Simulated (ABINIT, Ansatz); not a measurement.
# TlGaF6 (R-3): G0W0 with ABINIT, start to end, part 3 of 3

Wanted: ground state, empty states, screening and self-energy for TlGaF6 (R-3).

ABINIT 10.8.3; PBEsol and many-body steps on it, plane waves. Known limits of the many-body steps: not at the basis limit; no spin-orbit coupling; coarse k mesh.

So far. Step 4 (Empty states on the mesh, 2×2×2 mesh, 234 bands): On this mesh the gap is 2.868 eV. Step 5 (Screening, 2×2×2 mesh, 214 bands, screening to 176.9 eV): Local fields lower ε∞ by 7 %. On a Γ-centred mesh this coarse the value itself is usually too large, while a short band sum pulls it down.

### Step 6. Self-energy, 2×2×2 mesh, 214 bands, screening to 176.9 eV

The self-energy is evaluated for the states that the input lists, and the levels follow from it, in one-shot runs by the linearised quasiparticle equation.

This step: G0W0 on PBEsol, plane waves, norm-conserving pseudopotentials.

Contents of run.abi:

```
acell 3*1.0 Angstrom
rprim 
  2.548402435337 1.471320832068 4.729815620893
  -2.548402435337 1.471320832068 4.729815620893
  0.000000000000 -2.942641664067 4.729815620914
ntypat 3
znucl 81 31 9
natom 8
typat 1 2 3 3 3 3 3 3
xred 
  0.000000000000 0.000000000000 0.000000000000
  0.500000000000 0.500000000000 0.500000000000
  0.879432130000 0.580450270000 0.272523150000
  0.580450270000 0.272523150000 0.879432130000
  0.272523150000 0.879432130000 0.580450270000
  0.419549730000 0.727476850000 0.120567870000
  0.727476850000 0.120567870000 0.419549730000
  0.120567870000 0.419549730000 0.727476850000
pp_dirpath "pseudos"
pseudos "Tl.upf, Ga.upf, F.upf"
ecut 45
ngkpt 2 2 2
nshiftk 1
shiftk 0 0 0
kptopt 1
chksymbreak 0
istwfk *1
occopt 1
irdwfk 1
optdriver 4
nband 214
gwcalctyp 0
ecutsigx 45
symsigma 1
nkptgw 2
kptgw 
  0.5000000000 0.5000000000 0.0000000000
  0.0000000000 0.0000000000 0.0000000000
bdgw 
  41 44
  41 44
ecuteps 6.5
irdscr 1
ppmodel 1
indata_prefix "in"
outdata_prefix "out"
tmpdata_prefix "tmp"
```

Command:

```sh
OMP_NUM_THREADS=1 mpirun -n 4 abinit run.abi > log
```

Numbers of over 12 decimals in the logs are rounded to 6 here.

The program printed:

```text
.Version 10.8.3 of ABINIT. v10.8.2 released Aug 2026.

 Symmetries : space group R-3 (#148); Bravais hR (rhombohedral)
[... echo of the input left out ...]
== DATASET  1 ==================================================================
-   mpi_nproc: 4, omp_nthreads: 1 (-1 if OMP is not activated)

--- !DatasetInfo
iteration_state: {dtset: 1, }
dimensions: {natom: 8, nkpt: 4, mband: 214, nsppol: 1, nspinor: 1, nspden: 1, mpw: 10406, }
cutoff_energies: {ecut:  45.0, pawecutdg:  -1.0, }
electrons: {nelect:   8.40000000E+01, charge:   0.00000000E+00, occopt:   1.00000000E+00, tsmear:   1.00000000E-02, }

 SIGMA: Calculation of the GW corrections

 Based on a program developped by R.W. Godby, V. Olevano, G. Onida, and L. Reining.
 Incorporated in ABINIT by V. Olevano, G.-M. Rignanese, and M. Torrent.
.Using double precision arithmetic ; gwpc =  8

[... cell and pseudopotentials left out ...]
--------------------------------------------------------------------------------

 ==== K-mesh for the wavefunctions ====
 Number of points in the irreducible wedge :     4
[... list of points left out ...]
 Together with  6 symmetry operations and time-reversal symmetry
 yields     8 points in the full Brillouin Zone.

 ==== Q-mesh for screening function ====
 Number of points in the irreducible wedge :     4
[... list of points left out ...]
 Together with  6 symmetry operations and time-reversal symmetry
 yields     8 points in the full Brillouin Zone.

 vcoul_init : cutoff-mode = AUXILIARY_FUNCTION
 q-points for optical limit:   1
     1)      0.000010    0.000020    0.000030
 setmesh: FFT mesh size selected  =    64x   64x   64
          total number of points  =       262144

 Number of electrons calculated from density =   84.0000; Expected =   84.0000
 average of density, n =  0.116980
 r_s =    1.2684
 omega_plasma =   32.9922 [eV]

 === KS Band Gaps ===
  >>>> For spin  1
   Minimum direct gap =   2.9933 [eV], located at k-point      :   0.0000  0.0000  0.0000
   Fundamental gap    =   2.8674 [eV], Top of valence bands at :   0.5000  0.5000  0.0000
                                       Bottom of conduction at :   0.0000  0.0000  0.0000
 SIGMA fundamental parameters:
 PLASMON POLE MODEL  1
 number of plane-waves for SigmaX                10329
 number of plane-waves for SigmaC and W            563
 number of plane-waves for wavefunctions         10329
 number of bands                                   214
 number of independent spin polarizations            1
 number of spinorial components                      1
 number of k-points in IBZ                           4
 number of q-points in IBZ                           4
 number of symmetry operations                       6
 number of k-points in BZ                            8
 number of q-points in BZ                            8
 number of frequencies for dSigma/dE                 9
 frequency step for dSigma/dE [eV]                0.25
 number of omega for Sigma on real axis              0
 max omega for Sigma on real axis  [eV]           0.00
 zcut for avoiding poles [eV]                     0.10

 EPSILON^-1 parameters (SCR file):
 dimension of the eps^-1 matrix on file            563
 dimension of the eps^-1 matrix used               563
 number of plane-waves for wavefunctions         10329
 number of bands                                   214
 number of q-points in IBZ                           4
 number of frequencies                               2
 number of real frequencies                          1
 number of imag frequencies                          1

 matrix elements of self-energy operator (all in [eV])

 Perturbative Calculation

--- !SelfEnergy_ee
iteration_state: {dtset: 1, }
kpoint     : [   0.500,    0.500,    0.000, ]
spin       : 1
KS_gap     :    4.582
QP_gap     :    7.668
Delta_QP_KS:    3.086
data: !SigmaeeData |
     Band     E0 <VxcDFT>   SigX SigC(E0)      Z dSigC/dE  Sig(E)    E-E0       E
       41   0.188 -23.270 -30.224   5.573   0.799  -0.252 -24.372  -1.103  -0.914
       42   0.271 -23.302 -30.214   5.571   0.798  -0.253 -24.372  -1.070  -0.799
       43   4.853 -19.533 -15.090  -2.052   0.843  -0.186 -17.517   2.016   6.869
       44   9.050 -19.590 -13.429  -3.206   0.838  -0.193 -17.114   2.476  11.526

--- !SelfEnergy_ee
iteration_state: {dtset: 1, }
kpoint     : [   0.000,    0.000,    0.000, ]
spin       : 1
KS_gap     :    2.993
QP_gap     :    5.639
Delta_QP_KS:    2.645
data: !SigmaeeData |
     Band     E0 <VxcDFT>   SigX SigC(E0)      Z dSigC/dE  Sig(E)    E-E0       E
       41   0.145 -23.288 -30.141   5.509   0.799  -0.252 -24.361  -1.073  -0.928
       42   0.145 -23.288 -30.141   5.509   0.799  -0.252 -24.361  -1.073  -0.928
       43   3.139 -16.934 -13.086  -2.003   0.852  -0.173 -15.362   1.572   4.711
       44   9.527 -19.525 -13.111  -3.330   0.848  -0.179 -16.908   2.617  12.144

== END DATASET(S) ==============================================================
================================================================================

 -outvars: echo values of variables after computation  --------
           etotal      0.0000000000E+00
            nband         214
             nkpt           4
          spgroup         148
 [... the other variables as echoed above ...]

 Calculation completed.
```

The job ended after 45 s (4 MPI ranks of Arm Neoverse V1, shared host; peak memory 2.1 GiB; 3 min of CPU time).

This step gave:

| Property | Result |
| --- | --- |
| G0W0 gap on the points computed | 5.510 eV |
| starting gap on the mesh | 2.868 eV |
| k of the valence top | 0.5, 0.5, 0 |
| k of the conduction bottom | 0, 0, 0 |
| Z at the valence top | 0.798 |
| Z at the conduction bottom | 0.852 |
| least direct G0W0 gap on the computed points | 5.639 eV |

The gap on the mesh goes from 2.87 eV to 5.51 eV, a correction of +2.64 eV.

Limits: finite bands, cutoff and mesh; no spin-orbit coupling; coarse k mesh. v1 is the top filled band, c1 the lowest empty one. Levels before and after the correction, in eV, zero at the valence-band top of each column:

```
           conduction bottom  valence top
Kohn-Sham               2.87         0.00
     G0W0               5.51         0.00
```

```
                    level  energy (eV)
Kohn-Sham  (0.5 0.5 0) v2       -0.083
Kohn-Sham  (0.5 0.5 0) v1        0.000
Kohn-Sham  (0.5 0.5 0) c1        4.582
Kohn-Sham  (0.5 0.5 0) c2        8.779
Kohn-Sham         Γ v2-v1       -0.126
Kohn-Sham            Γ c1        2.868
Kohn-Sham            Γ c2        9.256
     G0W0  (0.5 0.5 0) v2       -0.115
     G0W0  (0.5 0.5 0) v1        0.000
     G0W0  (0.5 0.5 0) c1        7.668
     G0W0  (0.5 0.5 0) c2       12.325
     G0W0         Γ v2-v1       -0.129
     G0W0            Γ c1        5.510
     G0W0            Γ c2       12.943
```

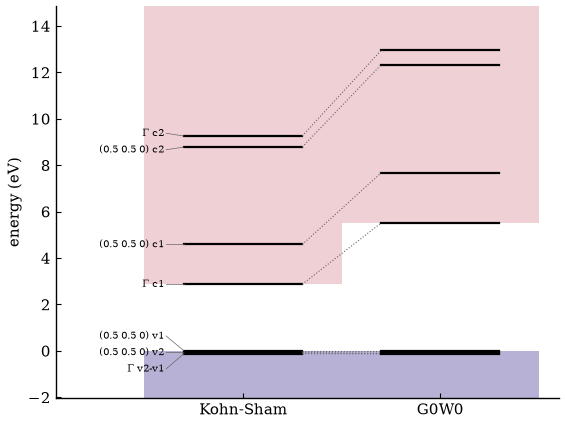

Levels before and after the correction. Shaded: valence and conduction bands.

### Step 7. Where the time went

Times are wall times on 4 MPI ranks of Arm Neoverse V1, shared host, good to a factor of about two.

```
                          step     time  share  memory (GiB)
                  ground state  5.9 min   47 %          0.92
bands along the symmetry lines     94 s   12 %          0.64
      empty states on the mesh  1.9 min   15 %          0.53
                     screening  2.5 min   20 %           2.8
                   self-energy     45 s    6 %           2.1
```

### Step 8. Results

* PBEsol gap: 2.87 eV, indirect
* G0W0 gap on the mesh: 5.51 eV
* GW settings: 2×2×2 mesh, 214 bands, screening to 176.9 eV, Godby-Needs plasmon pole
* known limits: not at the basis limit; no spin-orbit coupling; coarse k mesh

**Reading.** G0W0 moves the gap on the mesh from 2.87 eV to 5.51 eV (+2.64 eV), with Z of 0.80 and 0.85 at the edges. Local fields lower the RPA ε∞ on this mesh from 3.04 to 2.82; a Γ-centred mesh this coarse tends to raise both, most where the direct gap is narrow, while a short band sum lowers them. Only 2 of the mesh's irreducible points were corrected, so a valley elsewhere could overtake. The dearest step here is «ground state». Bands and cutoff are finite, so the gap is not at the basis limit. The miss can reach some tenths of an eV and take either sign; the mesh is an error of its own. In the G0W0 run levels were corrected at 2 k points alone, so a gap called «on the mesh» is the least over those, and an edge elsewhere would be missed. The 2×2×2 mesh is coarse for this cell, which bears on the long-range parts of exchange and screening. Where an edge is built on 6p states of lead, bismuth or thallium, scalar-relativistic gaps usually stand too wide, by a few tenths to over one eV. The many-body steps are scalar-relativistic: spin-orbit coupling is not in them.

[Paths, hosts, dates, memory and timing lines, banners, echoed tables and standing remarks are left out of the program output.]

[Logs are printed without paths, hosts, clocks, repeated set-up lines and the standing remarks that a program may print on its own settings, such as how far it seeks lower states.]

[Runs of the session that timed out or met a known fault of the program may be left out.]

[Hosts, paths, dates, database ids (printed as entryN), source tags and the programs' standing remarks are cut or masked in the printed files.]

[G0W0 gaps are taken among the corrected bands and points alone; a level outside them can change the order at an edge.]

[Where Ansatz stands beside ABINIT at settings called matched, ABINIT's density can come from a denser mesh and the files from another edition; pairs whose starting gaps differed by over 0.03 eV were left out, so agreement reads better than it is.]
